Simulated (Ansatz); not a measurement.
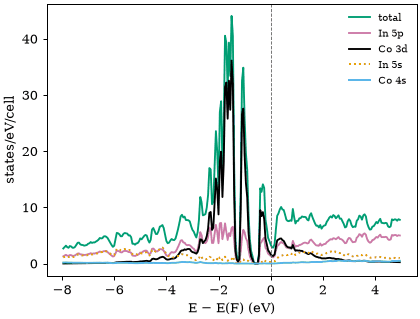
Total and projected density of states of In3Co in space group P4_2/mnm (No. 136; In on 4c, In on 8j, Co on 4f), r²SCAN in the plane-wave PAW code Ansatz

Which orbitals carry the states next to the Fermi level?

Within 0.5 eV of the Fermi level: Co 3d 54 %, In 5p 35 %, In 5s 8 %. Projections are on Löwdin-orthogonalised atomic valence shells; empty p or d shells of many metals are not among them.

Where is the tallest occupied peak in this window, and what makes it?

Near -1.5 eV, about 44 states/eV per cell; the largest projected share is Co 3d.

The workflow started from a Materials Project entry (that database holds measured and hypothetical structures alike); the Crystallography Open Database files this formula in space group No. 136, but the cells were not matched. Whether it is the stable phase at ambient conditions was not checked. Symmetry was held in the r²SCAN relaxation; whether a distortion lowers the energy is not shown. No spin polarisation was allowed. Scalar-relativistic: spin–orbit coupling is off unless named, which matters more the heavier the elements.

Potentials: the later of the program's two PAW sets.
